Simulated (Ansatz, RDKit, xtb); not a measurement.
# C3H2FN3O2: which of the isomers drawn lies lowest?

Which of a sample of isomers of C3H2FN3O2 is the most stable in the gas at 298.15 K, and what are its properties? The sample is small against all isomers, and the most stable one of this formula need not be in it.

The funnel: GFN2-xTB relaxations, single points with a density functional, relaxations at PBE0-D3(BJ)/def2-SVP, harmonic vibrations (at GFN2-xTB), and a last energy at a higher level. All values are calculated.

### Step 1. Possible bonding patterns

Isomers were taken from a list of plausible structures; this is a sample, not all of them. That gives 4 candidates.

| label | SMILES | spin |
| --- | --- | --- |
| c039 | O=C(O)c1nnc(F)[nH]1 | singlet |
| c491 | O=C(O)c1n[nH]c(F)n1 | singlet |
| c815 | OC(O)=C1N=NC(F)=N1 | singlet |
| c921 | O=C(O)c1nc(F)n[nH]1 | singlet |

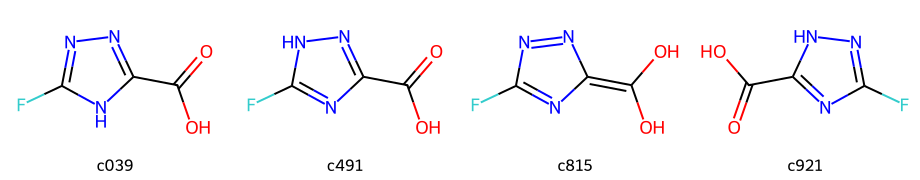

Structural formulas of the candidates.

Candidates are built by distance geometry, with a force field where one applies, in up to four conformers (letters a to d).

### Step 2. Search with GFN2-xTB

All 4 starts are relaxed the same way. One of them, c921a (taken from a list of tautomers, embedded by distance geometry and MMFF94), in full:

Input file start.xyz:

```xyz
11
c921a
C     -2.951173     1.220059     0.667768
C     -1.662427     0.663720     1.068353
C      0.032222    -0.001002     2.144098
F      0.957887    -0.087995     3.141083
N     -1.135404     0.743451     2.260252
N      0.253566    -0.514366     0.926693
N     -0.844364    -0.098964     0.283420
O     -3.703577     1.884685     1.317837
O     -3.195228     0.908126    -0.677807
H     -4.065194     1.335335    -0.776021
H     -0.997579    -0.374550    -0.691647
```

Launch:

```console
xtb start.xyz --gfn 2 --opt
```

Log (excerpt; [...] marks lines left out):

```text
* xtb version 6.7.1
[...]
          :  # basis functions                  38          :
[...]
          :  # electrons                        48          :
[...]
          :  Hamiltonian                  GFN2-xTB          :
[...]
          :  net charge                          0          :
          :  unpaired electrons                  0          :
[...]
   *** convergence criteria satisfied after 11 iterations ***
[...]
   *** GEOMETRY OPTIMIZATION CONVERGED AFTER 7 ITERATIONS ***
[...]
   *** convergence criteria satisfied after 3 iterations ***
[...]
         ::                     SUMMARY                     ::
         :::::::::::::::::::::::::::::::::::::::::::::::::::::
         :: total energy             -29.075019947086 Eh    ::
         :: gradient norm              0.000961211813 Eh/a0 ::
         :: HOMO-LUMO gap              3.111232870031 eV    ::
         ::.................................................::
         :: SCC energy               -29.318139048161 Eh    ::
         :: -> isotropic ES            0.071417017567 Eh    ::
         :: -> anisotropic ES          0.005441693036 Eh    ::
         :: -> anisotropic XC          0.006109662752 Eh    ::
         :: -> dispersion             -0.007970016370 Eh    ::
         :: repulsion energy           0.243119101075 Eh    ::
         :: add. restraining           0.000000000000 Eh    ::
         :: total charge               0.000000000000 e     ::
         :::::::::::::::::::::::::::::::::::::::::::::::::::::
[...]
        24        2.0000           -0.4336332             -11.7998 (HOMO)
        25                         -0.3192975              -8.6885 (LUMO)
[...]
     #   Z          covCN         q      C6AA      α(0)
     1   6 C        2.690     0.355    20.974     7.495
     2   6 C        3.212     0.109    25.000     8.138
     3   6 C        3.164     0.328    21.181     7.522
     4   9 F        0.787    -0.163    10.864     3.893
     5   7 N        1.901    -0.252    27.413     7.762
     6   7 N        1.998    -0.213    26.420     7.623
     7   7 N        3.035     0.013    21.025     6.810
     8   8 O        0.856    -0.348    20.661     6.094
     9   8 O        1.661    -0.384    20.533     6.117
    10   1 H        0.804     0.345     0.599     1.216
    11   1 H        0.860     0.209     1.059     1.612
[...]
     #   Z sym  total        # sym  WBO       # sym  WBO       # sym  WBO
 ---------------------------------------------------------------------------
     1   6 C    3.937 --     8 O    1.782     9 O    1.112     2 C    0.995
     2   6 C    3.963 --     5 N    1.438     7 N    1.279     1 C    0.995
                             6 N    0.145
     3   6 C    3.900 --     6 N    1.443     5 N    1.330     4 F    1.016
     4   9 F    1.174 --     3 C    1.016
     5   7 N    3.040 --     2 C    1.438     3 C    1.330     7 N    0.109
     6   7 N    2.980 --     3 C    1.443     7 N    1.222     2 C    0.145
     7   7 N    3.648 --     2 C    1.279     6 N    1.222    11 H    0.925
                             5 N    0.109
     8   8 O    2.092 --     1 C    1.782     9 O    0.182
     9   8 O    2.187 --     1 C    1.112    10 H    0.857     8 O    0.182
    10   1 H    0.881 --     9 O    0.857
    11   1 H    0.956 --     7 N    0.925
[...]
molecular dipole:
                 x           y           z       tot (Debye)
 q only:       -0.472      -0.336      -1.706
   full:       -0.707      -0.354      -2.135       5.787
molecular quadrupole (traceless):
[...]
          | TOTAL ENERGY              -29.075019947086 Eh   |
          | GRADIENT NORM               0.000961211813 Eh/α |
          | HOMO-LUMO GAP               3.111232870031 eV   |
           -------------------------------------------------
[...]
```

Wall time 0.15 s (2 threads of Intel Xeon at 2.50GHz (Skylake/Cascade Lake), shared host).

### Step 3. What the search left

4 of the 4 relaxations converged. 4 distinct structures remain:

| label | start | SMILES after | spin | energy (kcal/mol) |
| --- | --- | --- | --- | --- |
| c921a | drawn | O=C(O)c1nc(F)n[nH]1 | singlet | 0.0 |
| c491a | drawn | O=C(O)c1n[nH]c(F)n1 | singlet | 2.9 |
| c039a | drawn | O=C(O)c1nnc(F)[nH]1 | singlet | 4.3 |
| c815a | drawn | OC(O)=C1N=NC(F)=N1 | singlet | 22.5 |

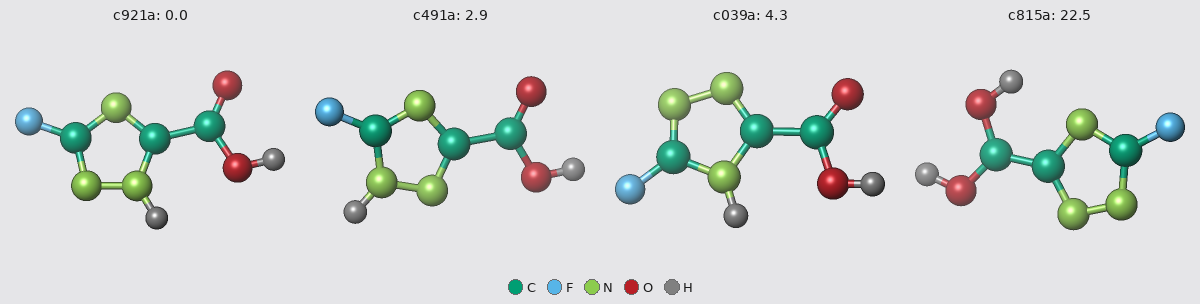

The 4 lowest minima that did not fall apart, with their GFN2-xTB energies in kcal/mol.

### Step 4. Second filter: single points

A choice of the minima (the low ones first, few conformers of a pattern, up to a cap) and the lowest that fell apart get a single point at r2SCAN-D4/def2-SVP on the tight-binding geometry, and one at HF/STO-3G for comparison. Some singlets are also tried as triplets at the same geometry (label ending in t). The first, c921a:

Input file input.yaml:

```yaml
crystal:
  periodic: [false, false, false]
  atoms:
    - {symbol: C, position_ang: [-2.943088, 1.222769, 0.673004]}
    - {symbol: C, position_ang: [-1.656873, 0.640811, 1.096324]}
    - {symbol: C, position_ang: [0.043859, 0.040025, 2.132137]}
    - {symbol: F, position_ang: [0.912129, -0.110973, 3.097078]}
    - {symbol: "N", position_ang: [-1.086025, 0.738041, 2.282503]}
    - {symbol: "N", position_ang: [0.219362, -0.486242, 0.934972]}
    - {symbol: N, position_ang: [-0.869447, -0.098860, 0.280916]}
    - {symbol: O, position_ang: [-3.679274, 1.877012, 1.350108]}
    - {symbol: O, position_ang: [-3.191599, 0.913642, -0.612435]}
    - {symbol: H, position_ang: [-4.039998, 1.298445, -0.886997]}
    - {symbol: H, position_ang: [-1.020316, -0.356170, -0.683581]}
basis:
  gaussian: {orbitals: def2-SVP}
hamiltonian: {xc: {name: r2SCAN}, dispersion: d4}
output: {orbitals: {seedname: orbitals}}
scf: {lower_state_search: off}
```

Launch:

```console
ansatz run input.yaml --threads 2 --pin off --max-ram 5220MiB --events-out events.jsonl --progress --plain --runs-dir runs
```

Log (excerpt; [...] marks lines left out):

```text
Warning: RAYON_NUM_THREADS=2 ignored (pool sized by the plan → 2); use --threads N
Functional definition: r2SCAN
  name "r2SCAN"
[...]
1540 factors; their error is unknown
[...]
mean field -14405.97767374 eV, -529.4099147874 hartree, gradient 4.1e-6 eV, S^2 0.000000; 0 other end points of the search recorded, 0 dependent functions left out
reference -14405.97768036 eV, -529.4099150309 hartree; 33, 33 occupied and 103, 103 virtual orbitals, 1540 factors
Total energy: -14406.05254610 eV, -529.4126662960 hartree
Checks for a lower state left out: stability, starts, cluster_reference, orbital_swaps, neighbouring_geometries, increment
```

It took 5.4 s on 2 threads of Intel Xeon at 2.50GHz (Skylake/Cascade Lake), shared host; peak memory 0.18 GiB.

Relative energies in kcal/mol, each column from its lowest structure that stays in one piece:

| label | SMILES | spin | GFN2-xTB | HF/STO-3G | r2SCAN-D4/def2-SVP |
| --- | --- | --- | --- | --- | --- |
| c921a | O=C(O)c1nc(F)n[nH]1 | singlet | 0.0 | 0.0 | 0.0 |
| c491a | O=C(O)c1n[nH]c(F)n1 | singlet | 2.9 | 1.2 | 3.8 |
| c039a | O=C(O)c1nnc(F)[nH]1 | singlet | 4.3 | 4.2 | 10.3 |
| c815a | OC(O)=C1N=NC(F)=N1 | singlet | 22.5 | 21.4 | 29.1 |
| c921at | O=C(O)c1nc(F)n[nH]1 | triplet | – | – | 91.8 |
| c491at | O=C(O)c1n[nH]c(F)n1 | triplet | – | – | 102.9 |
| c039at | O=C(O)c1nnc(F)[nH]1 | triplet | – | – | 103.5 |

### Step 5. Relaxing the best candidates

3 candidates are relaxed at PBE0-D3(BJ)/def2-SVP (chosen among the lowest in one piece). The first, c921a:

Input file input.yaml:

```yaml
crystal:
  periodic: [false, false, false]
  atoms:
    - {symbol: C, position_ang: [-2.943088, 1.222769, 0.673004]}
    - {symbol: C, position_ang: [-1.656873, 0.640811, 1.096324]}
    - {symbol: C, position_ang: [0.043859, 0.040025, 2.132137]}
    - {symbol: F, position_ang: [0.912129, -0.110973, 3.097078]}
    - {symbol: N, position_ang: [-1.086025, 0.738041, 2.282503]}
    - {symbol: "N", position_ang: [0.219362, -0.486242, 0.934972]}
    - {symbol: "N", position_ang: [-0.869447, -0.098860, 0.280916]}
    - {symbol: O, position_ang: [-3.679274, 1.877012, 1.350108]}
    - {symbol: O, position_ang: [-3.191599, 0.913642, -0.612435]}
    - {symbol: H, position_ang: [-4.039998, 1.298445, -0.886997]}
    - {symbol: H, position_ang: [-1.020316, -0.356170, -0.683581]}
basis:
  gaussian:
    orbitals: def2-SVP
hamiltonian:
  xc: pbe0
  dispersion: d3bj
scf:
  lower_state_search: "off"
relax:
  f_tol: 0.006
```

Launch:

```console
ansatz run input.yaml --threads 2 --pin off --max-ram 5220MiB --events-out events.jsonl --progress --plain --runs-dir runs
```

Log (excerpt; [...] marks lines left out):

```text
Warning: RAYON_NUM_THREADS=2 ignored (pool sized by the plan → 2); use --threads N
[...]
Functional definition: PBE0
  name "PBE0"
[...]
1526 factors; integrals over basis functions are off by at most 4.5e-4 eV
[...]
mean field -14397.95233077 eV, -529.1149888733 hartree, gradient 5.1e-6 eV, S^2 0.000000; 0 other end points of the search recorded, 0 dependent functions left out
[...]
reference -14397.95234919 eV, -529.1149895500 hartree; 33, 33 occupied and 103, 103 virtual orbitals, 1526 factors
relax step   1: F+E_penalty+E_count = -14398.17530844 eV  Δ(F+E_penalty+E_count) = +0.000e0 eV  max|allowed force component| = 6.610e-1 eV/Å  Δτ_max = 0.0000 Å  (18 SCF iters, accepted)
[...]
relax step   5: F+E_penalty+E_count = -14398.19818314 eV  Δ(F+E_penalty+E_count) = -4.968e-5 eV  max|allowed force component| = 7.502e-3 eV/Å  Δτ_max = 0.0024 Å  (15 SCF iters, accepted)
[...]
Atom 2 at     0.032419     0.043175     2.124591 Å, force     0.000185    -0.000227    -0.000586 eV/Å
Atom 3 at     0.900787    -0.111700     3.082371 Å, force    -0.000165    -0.000025    -0.000057 eV/Å
Atom 4 at    -1.093015     0.742484     2.288940 Å, force     0.000663    -0.000255     0.000474 eV/Å
Atom 5 at     0.228266    -0.490620     0.934030 Å, force     0.000545    -0.000176     0.000555 eV/Å
Atom 6 at    -0.865085    -0.096648     0.288937 Å, force     0.000786    -0.000441    -0.000221 eV/Å
Atom 7 at    -3.674983     1.877740     1.344240 Å, force     0.000087    -0.000177    -0.000558 eV/Å
Atom 8 at    -3.181235     0.900997    -0.619937 Å, force     0.001123    -0.000513     0.000574 eV/Å
Atom 9 at    -4.031235     1.299635    -0.861278 Å, force    -0.001547     0.000589    -0.000452 eV/Å
Atom 10 at    -1.028898    -0.347034    -0.680138 Å, force     0.000095    -0.000062    -0.000234 eV/Å
Dipole moment:    -0.319959    -0.152688    -0.944843 e Å
Checks for a lower state left out: stability, starts, cluster_reference, orbital_swaps, neighbouring_geometries, increment
```

It took 47 s on 2 threads of Intel Xeon at 2.50GHz (Skylake/Cascade Lake), shared host; peak memory 0.36 GiB.

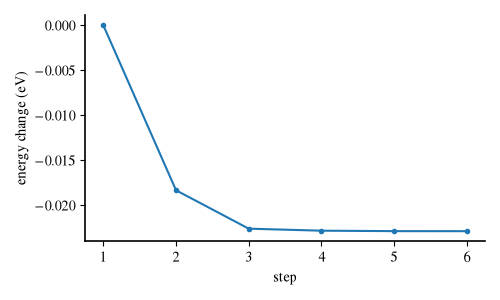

Energy along the run, all evaluated steps.

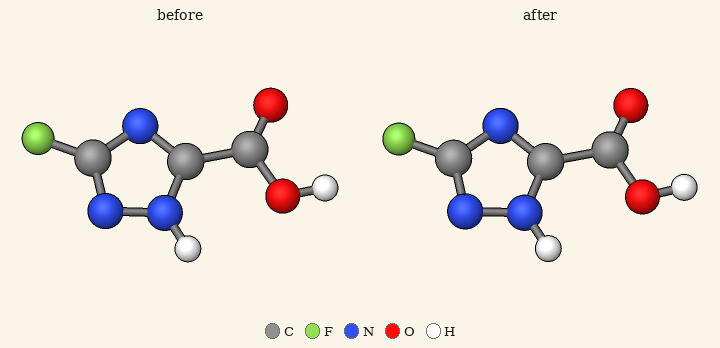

Before and after, at one scale.

After the run. Bond lengths: C1–C2 1.480 Å, C3–F4 1.302 Å, C2–N5 1.320 Å, C3–N5 1.335 Å, C3–N6 1.319 Å, C2–N7 1.349 Å, N6–N7 1.329 Å, C1–O8 1.195 Å, C1–O9 1.344 Å, O9–H10 0.969 Å, N7–H11 1.014 Å. Some angles: C1–C2–N5 127.2°, C1–C2–N7 123.2°, N5–C2–N7 109.6°, C2–C1–O8 125.6°, C2–C1–O9 109.9°, O8–C1–O9 124.5°, F4–C3–N5 122.3°, F4–C3–N6 121.1°, N5–C3–N6 116.6°, C2–N5–C3 101.9°.

### Step 6. After refinement

| label | spin | r2SCAN-D4/def2-SVP (kcal/mol) | PBE0-D3(BJ)/def2-SVP, relaxed (kcal/mol) | time |
| --- | --- | --- | --- | --- |
| c921a | singlet | 0.0 | 0.0 | 47 s |
| c491a | singlet | 3.8 | 3.1 | 47 s |
| c039a | singlet | 10.3 | 9.9 | 56 s |

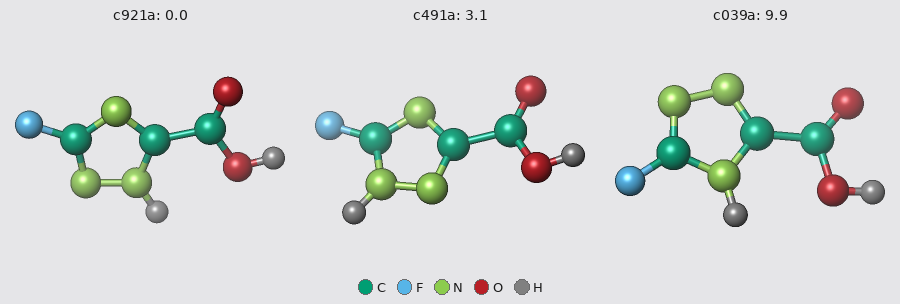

The relaxed structures, with energies at PBE0-D3(BJ)/def2-SVP in kcal/mol.

[end of part 1 of 2]
